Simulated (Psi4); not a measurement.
# BH₃S₂: single-point calculation

- system: BH₃S₂
- method: revPBE/aug-cc-pVDZ, RKS (Psi4 1.11)

The geometry comes from this level: PBE0-D4/def2-TZVP.

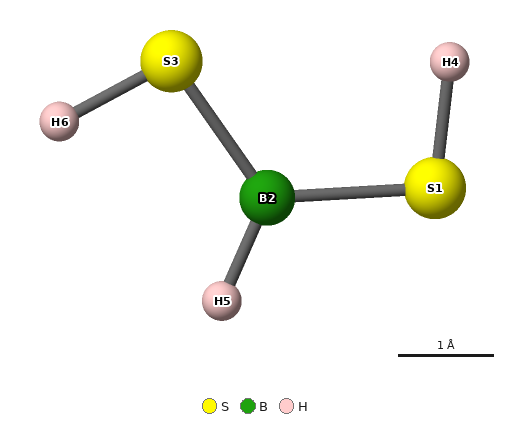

The input geometry (ball-and-stick view, seen on its broad side; atoms are numbered from 1 in the order of the input).

### Input (calc.in)
```
memory 1600 MB

molecule geom {
  0 1
  S
  B 1 R2
  S 2 R3 1 A3
  H 1 R4 2 A4 3 D4
  H 2 R5 1 A5 4 D5
  H 3 R6 2 A6 5 D6

  R2 = 1.783338
  R3 = 1.786666
  A3 = 122.46316
  R4 = 1.34552
  A4 = 98.92875
  D4 = 0.00031
  R5 = 1.189849
  A5 = 116.17792
  D5 = 179.99663
  R6 = 1.342489
  A6 = 97.25842
  D6 = -0.01636
  units angstrom
  symmetry c1
  no_reorient
  no_com
}

set {
  basis aug-cc-pVDZ
  puream true
  e_convergence 1e-09
  d_convergence 1e-08
  scf_type pk
  dft_radial_points 99
  dft_spherical_points 590
}

result, w = energy("revpbe", return_wfn=True)
oeprop(w, "MULLIKEN_CHARGES", "MAYER_INDICES", "LOWDIN_CHARGES", title="REVPBE")
```

Run as:
```bash
psi4 -i calc.in -o calc.out -n 1
```

### Output
```
Psi4 1.11 release

   => Loading Basis Set <=

    Name: AUG-CC-PVDZ
    Role: ORBITAL
    Keyword: BASIS

         ---------------------------------------------------------
                                   SCF
                              RKS Reference
                        1 Threads,   1525 MiB Core
         ---------------------------------------------------------

  ==> Geometry <==

    Molecular point group: c1
    Full point group: C1

    Geometry (in Angstrom), charge = 0, multiplicity = 1:

       Center              X                  Y                   Z               Mass
    ------------   -----------------  -----------------  -----------------  -----------------
         S           -0.000006869978     0.633567860671    -1.454475879988    31.972071174400
         B           -0.000006869978     0.633567860671     0.328862120012    11.009305360000
         S           -0.000006869978    -0.873907892740     1.287867984663    31.972071174400
         H           -0.000014061724    -0.695647276608    -1.663308801667     1.007825032230
         H            0.000061713083     1.701372197014     0.853775958069     1.007825032230
         H            0.000463279160    -0.302203431764     2.502540987319     1.007825032230

  Running in c1 symmetry.

  Rotational constants: A =      1.25676  B =      0.10314  C =      0.09532 [cm^-1]
  Rotational constants: A =  37676.83794  B =   3092.03638  C =   2857.52687 [MHz]
  Nuclear repulsion =  119.768714019494766

  Charge       = 0
  Multiplicity = 1
  Electrons    = 40
  Nalpha       = 20
  Nbeta        = 20

  ==> Algorithm <==

  SCF Algorithm Type is PK.
  DIIS enabled.
  MOM disabled.
  Fractional occupation disabled.
  Guess Type is SAD.
  Energy threshold   = 1.00e-09
  Density threshold  = 1.00e-08
  Integral threshold = 1.00e-12

  ==> Primary Basis <==

  Basis Set: AUG-CC-PVDZ
    Blend: AUG-CC-PVDZ
    Number of shells: 46
    Number of basis functions: 104
    Number of Cartesian functions: 110
    Spherical Harmonics?: true
    Max angular momentum: 2

  ==> DFT Potential <==

   => LibXC <=

    Version 7.1.2

   => Composite Functional: REVPBE <=

    revPBE GGA Exchange-Correlation Functional

    Deriv               =              1
    GGA                 =           TRUE
    Meta                =          FALSE

    Exchange Hybrid     =          FALSE
    MP2 Hybrid          =          FALSE

   => Exchange Functionals <=

    1.0000   XC_GGA_X_PBE_R

   => Correlation Functionals <=

    1.0000     XC_GGA_C_PBE

   => LibXC Density Thresholds  <==

    XC_GGA_C_PBE:  1.00E-12
    XC_GGA_X_PBE_R:  1.00E-15

   => Molecular Quadrature <=

    Radial Scheme          =       TREUTLER
    Pruning Scheme         =           NONE
    Nuclear Scheme         =       TREUTLER

    Blocking Scheme        =         OCTREE
    BS radius alpha        =              1
    Pruning alpha          =              1
    Radial Points          =             99
    Spherical Points       =            590
    Total Points           =         338873
    Total Blocks           =           2545
    Max Points             =            256
    Max Functions          =            104
    Weights Tolerance      =       1.00E-15

  ==> Integral Setup <==

  Using in-core PK algorithm.
   Calculation information:
      Number of atoms:                   6
      Number of AO shells:              46
      Number of primitives:            152
      Number of atomic orbitals:       110
      Number of basis functions:       104

      Integral cutoff                 1.00e-12
      Number of threads:                 1

  Performing in-core PK
  Using 29817060 doubles for integral storage.
  We computed 583567 shell quartets total.
  Whereas there are 584821 unique shell quartets.

  ==> DiskJK: Disk-Based J/K Matrices <==

    J tasked:                  Yes
    K tasked:                   No
    wK tasked:                  No
    Memory [MiB]:              892
    Schwarz Cutoff:          1E-12

  Cached 25.0% of DFT collocation blocks in 0.238 [GiB].

  Minimum eigenvalue in the overlap matrix is 1.8862650776E-04.
  Reciprocal condition number of the overlap matrix is 2.2767108026E-05.
    Using symmetric orthogonalization.

  ==> Pre-Iterations <==

  SCF Guess: Superposition of Atomic Densities via on-the-fly atomic UHF (no occupation information).

   -------------------------
    Irrep   Nso     Nmo
   -------------------------
     A        104     104
   -------------------------
    Total     104     104
   -------------------------

  ==> Iterations <==

                        Total Energy        Delta E     RMS |[F,P]|

   @RKS iter SAD:  -822.68978052687453   -8.22690e+02   0.00000e+00
   @RKS iter   1:  -822.71614432639353   -2.63638e-02   5.46369e-03 ADIIS/DIIS
   @RKS iter   2:  -822.38569883464766    3.30445e-01   8.12258e-03 ADIIS/DIIS
   @RKS iter   3:  -822.93938790411187   -5.53689e-01   1.09212e-03 ADIIS/DIIS
   @RKS iter   4:  -822.94630434516739   -6.91644e-03   4.93692e-04 ADIIS/DIIS
   @RKS iter   5:  -822.94789843409580   -1.59409e-03   1.32532e-04 ADIIS/DIIS
   @RKS iter   6:  -822.94802480152055   -1.26367e-04   2.34159e-05 DIIS
   @RKS iter   7:  -822.94802884212800   -4.04061e-06   6.35107e-06 DIIS
   @RKS iter   8:  -822.94802909742020   -2.55292e-07   2.83470e-06 DIIS
   @RKS iter   9:  -822.94802915886316   -6.14430e-08   5.30085e-07 DIIS
   @RKS iter  10:  -822.94802916091351   -2.05034e-09   2.07397e-07 DIIS
   @RKS iter  11:  -822.94802916129208   -3.78577e-10   1.86097e-08 DIIS
   @RKS iter  12:  -822.94802916129458   -2.50111e-12   3.95108e-09 DIIS
  Energy and wave function converged.

  ==> Post-Iterations <==

   Electrons on quadrature grid:
      Ntotal   =   40.0000002270 ; deviation = 2.270e-07

    Orbital Energies [Eh]
    ---------------------

    Doubly Occupied:

       1A    -88.098931     2A    -88.097937     3A     -7.699700
       4A     -7.698501     5A     -6.563213     6A     -5.716396
       7A     -5.715264     8A     -5.711524     9A     -5.710277
      10A     -5.708630    11A     -5.707449    12A     -0.706939
      13A     -0.673459    14A     -0.456160    15A     -0.411312
      16A     -0.360542    17A     -0.305951    18A     -0.292406
      19A     -0.285677    20A     -0.236197

    Virtual:

      21A     -0.065417    22A     -0.038208    23A     -0.020890
      24A     -0.000027    25A      0.011807    26A      0.020843
      27A      0.023176    28A      0.039258    29A      0.043333
      30A      0.052519    31A      0.067389    32A      0.083041
      33A      0.086933    34A      0.088852    35A      0.093258
      36A      0.106424    37A      0.118917    38A      0.122491
      39A      0.126129    40A      0.140183    41A      0.166248
      42A      0.166798    43A      0.170542    44A      0.221933
      45A      0.245478    46A      0.249482    47A      0.263333
      48A      0.273062    49A      0.291025    50A      0.319169
      51A      0.346318    52A      0.347667    53A      0.352857
      54A      0.361971    55A      0.371729    56A      0.382007
      57A      0.402182    58A      0.407156    59A      0.428278
      60A      0.433532    61A      0.456976    62A      0.465355
      63A      0.477458    64A      0.479330    65A      0.512126
      66A      0.519744    67A      0.614507    68A      0.631688
      69A      0.651541    70A      0.685701    71A      0.721690
      72A      0.723296    73A      0.766571    74A      0.810439
      75A      0.825693    76A      0.850552    77A      0.858406
      78A      0.891204    79A      0.907172    80A      0.918781
      81A      0.937865    82A      0.960050    83A      0.999674
      84A      1.003771    85A      1.003998    86A      1.056558
      87A      1.074289    88A      1.106552    89A      1.140040
      90A      1.193215    91A      1.215495    92A      1.355950
      93A      1.403798    94A      1.512789    95A      1.557213
      96A      1.567341    97A      1.595424    98A      1.693695
      99A      1.719560   100A      1.777565   101A      1.941459
     102A      2.030328   103A      2.068577   104A      2.295026

    Final Occupation by Irrep:
              A
    DOCC [    20 ]
    NA   [    20 ]
    NB   [    20 ]

  @RKS Final Energy:  -822.94802916129458

   => Energetics <=

    Nuclear Repulsion Energy =            119.7687140194947659
    One-Electron Energy =               -1372.9263073983604500
    Two-Electron Energy =                 486.6015911440684931
    DFT Exchange-Correlation Energy =     -56.3920269264975076
    Empirical Dispersion Energy =           0.0000000000000000
    VV10 Nonlocal Energy =                  0.0000000000000000
    Total Energy =                       -822.9480291612945848

Computation Completed

Properties will be evaluated at   0.000000,   0.000000,   0.000000 [a0]

Properties computed using the SCF density matrix

 Multipole Moments:

 ------------------------------------------------------------------------------------
     Multipole            Electronic (a.u.)      Nuclear  (a.u.)        Total (a.u.)
 ------------------------------------------------------------------------------------

 L = 1.  Multiply by 2.5417464519 to convert [e a0] to [Debye]
 Dipole X            :         -0.0003746            0.0004852            0.0001106
 Dipole Y            :         -0.1846584            0.0489822           -0.1356762
 Dipole Z            :         -1.0115231            1.2691257            0.2576026
 Magnitude           :                                                    0.2911480

 ------------------------------------------------------------------------------------

	total time  =         18 seconds =       0.30 minutes

Properties will be evaluated at   0.000000,   0.000000,   0.000000 [a0]

Properties computed using the REVPBE density matrix

  Mulliken Charges: (a.u.)
   Center  Symbol    Alpha    Beta     Spin     Total
       1     S     8.10784  8.10784  0.00000 -0.21567
       2     B     2.72863  2.72863  0.00000 -0.45727
       3     S     8.09212  8.09212  0.00000 -0.18423
       4     H     0.46069  0.46069  0.00000  0.07863
       5     H     0.14828  0.14828  0.00000  0.70344
       6     H     0.46245  0.46245  0.00000  0.07511

   Total alpha = 20.00000, Total beta = 20.00000, Total charge = -0.00000

  Lowdin Charges: (a.u.)
   Center  Symbol    Alpha    Beta     Spin     Total
       1     S     7.67002  7.67002  0.00000  0.65996
       2     B     2.88998  2.88998  0.00000 -0.77995
       3     S     7.67028  7.67028  0.00000  0.65944
       4     H     0.60977  0.60977  0.00000 -0.21953
       5     H     0.55146  0.55146  0.00000 -0.10292
       6     H     0.60850  0.60850  0.00000 -0.21700

  Total alpha = 20.00000, Total beta = 20.00000, Total charge = -0.00000

  Mayer Bond Indices:

  Irrep: 1 Size: 6 x 6

                 1                   2                   3                   4                   5

    1     0.00000000000000     1.11426258689139     0.09598905007627     0.94121392047139     0.02070054611340
    2     1.11426258689139     0.00000000000000     1.15569593455329    -0.01182030917015     0.37513663212101
    3     0.09598905007627     1.15569593455329     0.00000000000000     0.01669155500283     0.03737462745817
    4     0.94121392047139    -0.01182030917015     0.01669155500283     0.00000000000000     0.00634400778509
    5     0.02070054611340     0.37513663212101     0.03737462745817     0.00634400778509     0.00000000000000
    6     0.01234965595328     0.03015958507261     0.92248571903043    -0.00043065885269     0.00699493392645

                 6

    1     0.01234965595328
    2     0.03015958507261
    3     0.92248571903043
    4    -0.00043065885269
    5     0.00699493392645
    6     0.00000000000000

  Atomic Valences:

 #  #
 Irrep: 1
      1:    2.184515759505724
      2:    2.663434429468142
      3:    2.228236886120984
      4:    0.951998515236462
      5:    0.446550747404121
      6:    0.971559235130074

    Psi4 run time: 0:00:17.80
```

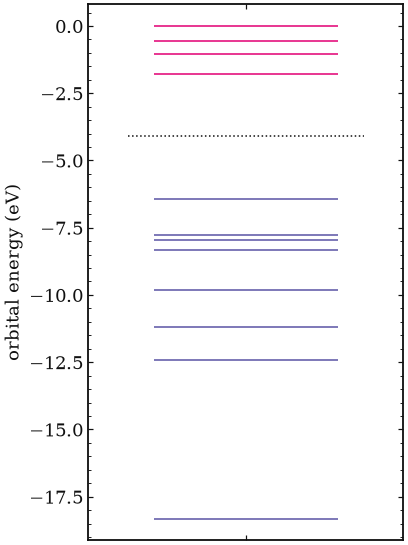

Orbital energies near the frontier; the dotted line parts filled from empty levels, and levels within 0.02 eV of each other stand side by side. Highest filled −6.43 eV, lowest empty −1.78 eV, 4.65 eV apart.

### Results in brief

| quantity | value |
| --- | --- |
| outcome | converged |
| total energy | −822.948029 hartree |
| basis functions | 104 |
| HOMO | −6.43 eV |
| LUMO | −1.78 eV |
| dipole moment | 0.74 D |
| hardware | 1 thread of AMD EPYC (Zen 5), 64 GiB of memory available, shared host |
| wall time | 19 s |
| peak memory | 0.77 GiB |
